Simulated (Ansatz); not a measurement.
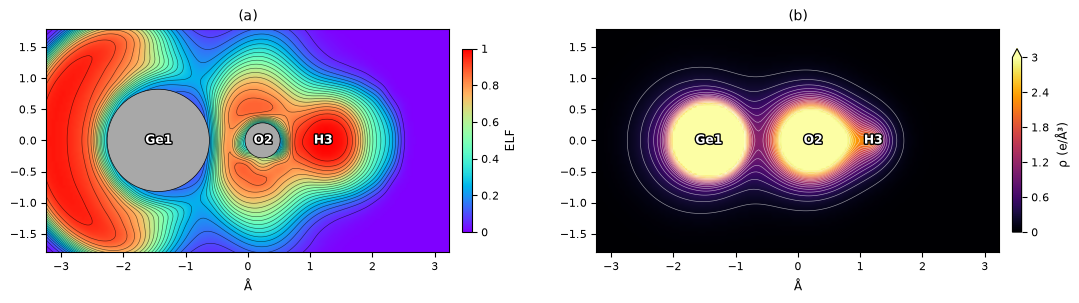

Figure 1: GeHO (SMILES [OH+]=[Ge]) (charge +1). (a) electron localisation function; (b) electron density on a plane that holds the molecular axis. Grey discs cover the atomic cores in the ELF map.

Geometry: B3LYP-D4/def2-TZVP.

The calculation used isolated molecule in a Gaussian basis; Kohn-Sham density functional theory, functional PBE0 in Ansatz.

Question: Describe what can be read from this map.

Answer:
- Atoms in the plane: Ge, O and H.
- Ge–O (1.67 Å): ρ at the midpoint is about 1.1 e/Å³; the ELF peaks at about 0.80 in the valence shell of O, 0.5 Å from its nucleus, and is about 0.25 at the midpoint.
- O–H (0.97 Å): ρ is about 3.8 e/Å³ halfway; the ELF climbs to about 1 towards the hydrogen, as it does in any bond to H: an ordinary covalent bond to hydrogen.
- The ELF also peaks beside O2, away from the bonds: lone-pair regions.
